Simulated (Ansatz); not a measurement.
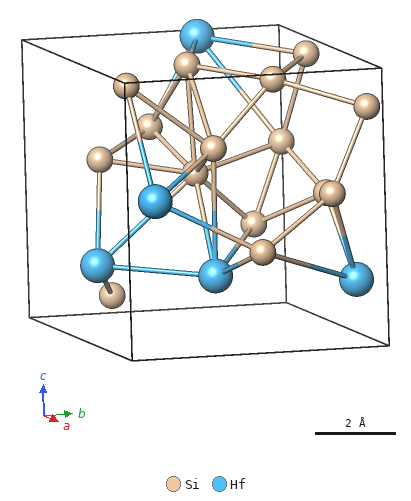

Starting frame of a dynamics run of an amorphous cell of composition HfSi$_{3}$ (20 atoms in the cell). It starts from the last geometry of an earlier run, with fresh velocities. Style: ball-and-stick. Shown: the simulation cell, slightly off an axis. Bonds to atoms that aren't drawn are left out.

The calculation used Ansatz, DFT PBE, scalar-relativistic, plane waves, PAW.

Input file:
```yaml
crystal:
  lattice:
    - [6.779293, -0.073853, -0.246712]
    - [-0.073853, 7.081363, -0.054389]
    - [-0.246712, -0.054389, 7.047265]
  atoms:
    - { symbol: Si, position: [0.9470769324, 0.9538446049, 0.8527632161] }
    - { symbol: Si, position: [0.6493204697, 0.1393324934, 0.9236526983] }
    - { symbol: Si, position: [0.9645462991, 0.8040426817, 0.5492871438] }
    - { symbol: Si, position: [0.5773817439, 0.932991672, 0.4860702064] }
    - { symbol: Si, position: [0.3683565933, 0.5077131175, 0.5458373663] }
    - { symbol: Si, position: [0.6824152609, 0.4578932058, 0.6866707021] }
    - { symbol: Si, position: [0.4316520341, 0.9269422441, 0.9639974352] }
    - { symbol: Si, position: [0.9845524441, 0.5198307965, 0.3564031928] }
    - { symbol: Si, position: [0.310080103, 0.8693711869, 0.6323969365] }
    - { symbol: Si, position: [0.2801182608, 0.7656065736, 0.3357010026] }
    - { symbol: Si, position: [0.2552496532, 0.1841717457, 0.5947864608] }
    - { symbol: Si, position: [0.3767051216, 0.4848667159, 0.9387415082] }
    - { symbol: Si, position: [0.062500057, 0.456206324, 0.6688869608] }
    - { symbol: Si, position: [0.0058681842, 0.3158906014, 0.0595967391] }
    - { symbol: Si, position: [0.673049916, 0.7001867248, 0.92198981] }
    - { symbol: Hf, position: [0.067053723, 0.64911463, 0.9848747876] }
    - { symbol: Hf, position: [0.7642951334, 0.9677476749, 0.200728045] }
    - { symbol: Hf, position: [0.6237397772, 0.4760518358, 0.2181285418] }
    - { symbol: Hf, position: [0.8626587505, 0.155032209, 0.5400999873] }
    - { symbol: Hf, position: [0.3178178158, 0.1393566255, 0.2255602097] }
  symmetry: { detect: false }
basis:
  ecutwfc: 420
kpoints:
  mp_grid: { grid: [1, 1, 1], shift: [0.25, 0.25, 0.25] }
hamiltonian:
  xc: pbe
scf:
  occupations: { method: fermi_dirac, width: 0.1698 }
  lower_state_search: "off"
  convergence: { dr2_threshold: 1.0e-06 }
output:
  forces: true
  stress: true
md:
  timestep: 3.0
  n_steps: 158
  ensemble: nvt_langevin
  friction: 0.03
  temperature: 1970.0
  initial_velocities: maxwell_boltzmann
  seed: 25601
```

Launched with:
```bash
ansatz run input.yaml --threads 2 --pin off --max-ram 5120MiB --backend cpu --events-out ev --progress --plain --runs-dir out
```

> What does the trajectory do?

Over the second half the temperature averages 1883 K (spread ±373 K). The potential energy in the second half lies on average 158 meV per atom below the first frame. The mean pressure there is 9.7 GPa. Root-mean-square distances from the starting positions over the second half, with the common drift of all atoms taken out: Si 1.07 Å, Hf 0.69 Å. Against the typical shortest distance between atoms in the first frame, about 2.3 Å these are large excursions, but over 474 fs one can't yet tell strong vibration from the start of diffusion. Bond changes: 24 Si–Si bonds form between 54 fs and 474 fs; 25 Si–Si bonds break between 84 fs and 471 fs.

Along the run (each row but the first and the last is the mean over the interval that it begins):

```json
{"time (fs)": "0.0", "potential energy (meV/atom)": "0.0", "T (K)": "1872", "p (GPa)": "12.1"}
{"time (fs)": "45.0", "potential energy (meV/atom)": "-89.6", "T (K)": "1845", "p (GPa)": "9.0"}
{"time (fs)": "90.0", "potential energy (meV/atom)": "-139.1", "T (K)": "1919", "p (GPa)": "9.5"}
{"time (fs)": "135.0", "potential energy (meV/atom)": "-164.5", "T (K)": "1771", "p (GPa)": "6.4"}
{"time (fs)": "180.0", "potential energy (meV/atom)": "-218.9", "T (K)": "2063", "p (GPa)": "5.4"}
{"time (fs)": "225.0", "potential energy (meV/atom)": "-199.5", "T (K)": "1864", "p (GPa)": "7.0"}
{"time (fs)": "270.0", "potential energy (meV/atom)": "-181.4", "T (K)": "1778", "p (GPa)": "7.8"}
{"time (fs)": "315.0", "potential energy (meV/atom)": "-132.3", "T (K)": "2016", "p (GPa)": "10.8"}
{"time (fs)": "360.0", "potential energy (meV/atom)": "-120.8", "T (K)": "1612", "p (GPa)": "11.8"}
{"time (fs)": "405.0", "potential energy (meV/atom)": "-163.9", "T (K)": "2326", "p (GPa)": "10.6"}
{"time (fs)": "450.0", "potential energy (meV/atom)": "-163.5", "T (K)": "2199", "p (GPa)": "10.1"}
```

The paths of the atoms:

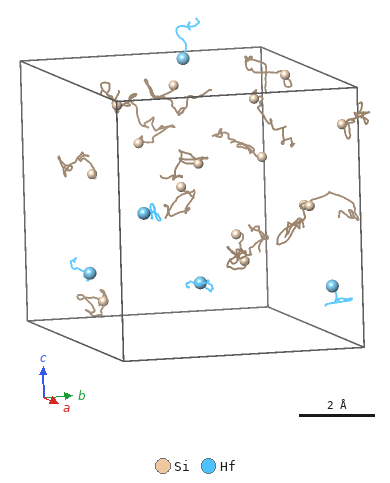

Limits of the set-up: the periodic images lie only 6.8 Å apart, so the values are limited by the cell's size.

The run took 4.1 min on 2 threads of AMD EPYC 9R14 (Zen 4), on a shared host, peak memory 0.59 GiB.
